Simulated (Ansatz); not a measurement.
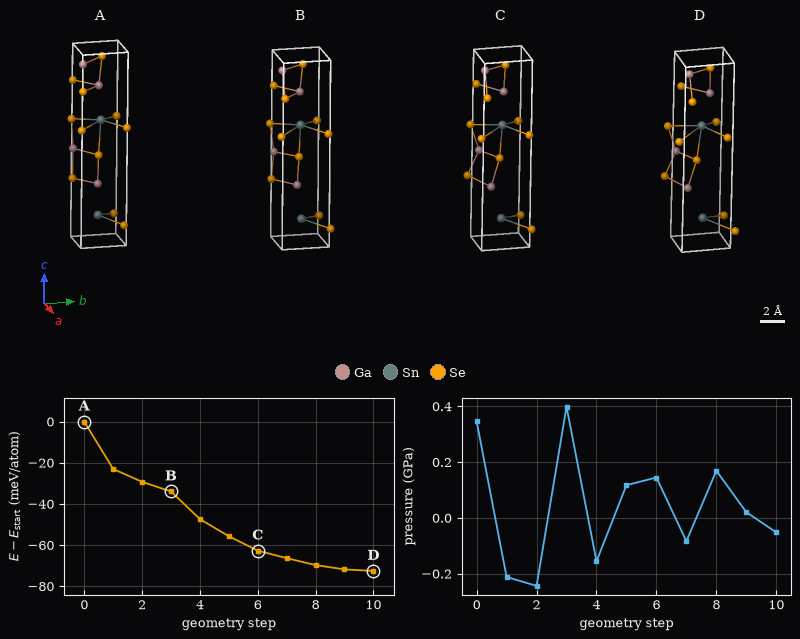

Frames of a relaxation of crystalline Ga2SnSe3 (a generated structure, set up in P1) (coarse preliminary run), marked on the history of the run. Style: ball-and-stick. Shown: the cell of the calculation, slightly off an axis.

Computed with Ansatz, DFT PBE, scalar-relativistic, plane waves, PAW.

The input:
```yaml
crystal:
  lattice:
    - [4.0217002569, -0.0113535524, 0.0905257185]
    - [-0.0113535524, 4.0277651316, 0.0069634184]
    - [0.3879787642, 0.0298440985, 17.6022742169]
  atoms:
    - { symbol: Ga, position: [0.0199435744, 0.0274251679, 0.4572078892] }
    - { symbol: Ga, position: [-0.0330272047, 0.0110070681, 0.9498849211] }
    - { symbol: Ga, position: [0.5131634188, 0.4693625338, 0.297973811] }
    - { symbol: Ga, position: [0.4790121927, 0.4800078378, 0.8045842547] }
    - { symbol: Sn, position: [0.4602262344, 0.4944007817, 0.1320703939] }
    - { symbol: Sn, position: [0.4920842404, 0.5282724316, 0.625814504] }
    - { symbol: Se, position: [0.0356808284, 0.0173257958, 0.3038082394] }
    - { symbol: Se, position: [-0.0039401685, 0.013306891, 0.81002787] }
    - { symbol: Se, position: [-0.0059375073, -0.0473396026, 0.1047728366] }
    - { symbol: Se, position: [-0.0039621986, -0.0076879924, 0.6091253303] }
    - { symbol: Se, position: [0.5264022998, 0.4794738688, 0.4464871552] }
    - { symbol: Se, position: [0.5203542903, 0.5344452185, 0.9582428044] }
basis:
  ecutwfc: 420
kpoints:
  mp_grid: { grid: [6, 6, 2] }
hamiltonian:
  xc: pbe
scf:
  occupations: { method: gaussian, width: 0.2 }
  lower_state_search: "off"
output:
  forces: true
  stress: true
  eigenvalues: true
relax:
  adjacent_minimum: "off"
  f_tol: 0.025
  max_steps: 60
  cell: { stress_tol: 0.25 }
```

Launched with:
```bash
ansatz run input.yaml --threads 1 --pin off --max-ram 2560MiB --backend cpu --events-out ev --progress --plain --runs-dir out
```

> What happens along the run?

The run was cut off at its time limit before the relaxation converged, so the last structure is only a point on the way. The energy falls by 72.5 meV per atom in 10 geometry steps. Largest force component: 0.62 eV/Å at the start, 0.074 eV/Å at the end. Pressure: 0.35 GPa at the start and −0.05 GPa at the end. The largest move relative to the cell is that of Ga3, 1.11 Å roughly along [−1 −2 0]. Largest moves by element: Ga 1.11 Å, Se 0.85 Å, Sn 0.36 Å. The drawn cell changes as follows: a 4.023 → 4.301 Å (+6.9 %), b 4.028 → 4.315 Å (+7.1 %), c 17.607 → 16.522 Å (−6.2 %), α 89.8° → 86.9°, β 87.4° → 95.0°, γ 90.3° → 89.7°; the volume changes by +7.0 %. Among the contacts that change: Ga1–Se11 2.972 → 3.684 Å, Ga4–Se8 2.816 → 3.523 Å, Ga2–Se12 2.956 → 3.615 Å, Ga1–Se11 (another image) 3.013 → 3.672 Å. Among the angles between lasting bonds that change: Se7–Ga1–Se10 176.0° → 138.5°, Se8–Ga2–Se9 173.1° → 145.7°, Se11–Ga1–Se11 95.4° → 115.5°. The space group stays P1 (No. 1). Cost: 8.1 min on 1 thread of AMD EPYC 9R45 96-Core Processor (Zen 5) (shared host), peak memory 1.3 GiB. From step 0 to 3: Sn and Se atoms move most (0.34 Å), volume +2.3 %, energy −33.9 meV per atom. From step 3 to 6: Ga3 moves most (0.59 Å), volume +4.4 %, energy −28.7 meV per atom. From step 6 to 10: Ga4 moves most (0.48 Å), volume +0.3 %, energy −9.9 meV per atom.

Limits of the set-up: layers or molecules are held without a dispersion correction, so their spacing is unreliable.
